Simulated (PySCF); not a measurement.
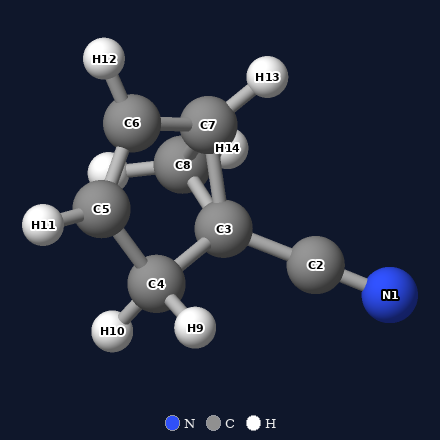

C₇H₇N, SMILES N#C[C@@]12CC=C[C@@H]1C2. Vertical core-electron binding energies by ΔSCF (SCAN, pcX-2 on the ionised atom, pcseg-1 elsewhere, spin-free X2C; PySCF, at a PBE0-D3(BJ)/def2-SVP geometry (no frequency check)), gas phase, against the vacuum level. One atom of each kind was ionised; within a panel, areas follow the number of like atoms, each panel is scaled alone, Gaussians of 0.6 eV full width. Only the regions named are shown. Lines closer than the width merge in the curve.

Predict the C 1s and N 1s photoelectron lines.

```csv
level,atoms,binding energy (eV)
C 1s,C3,292.0
C 1s,C2,291.9
C 1s,C4,291.4
C 1s,C7,291.3
C 1s,C8,291.2
C 1s,C6,290.7
C 1s,C5,290.6
N 1s,N1,404.6
```

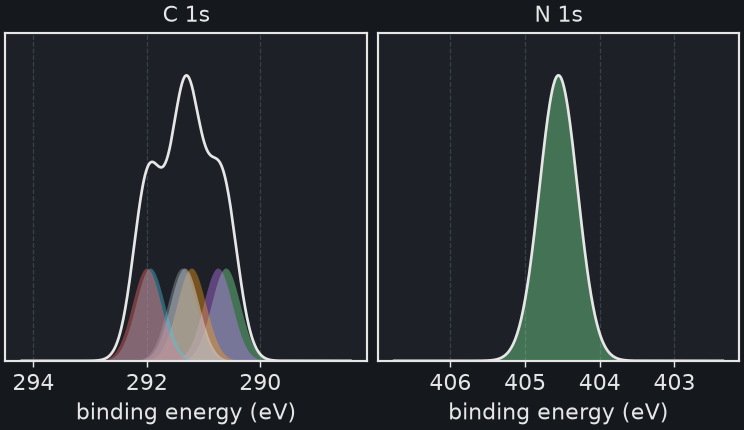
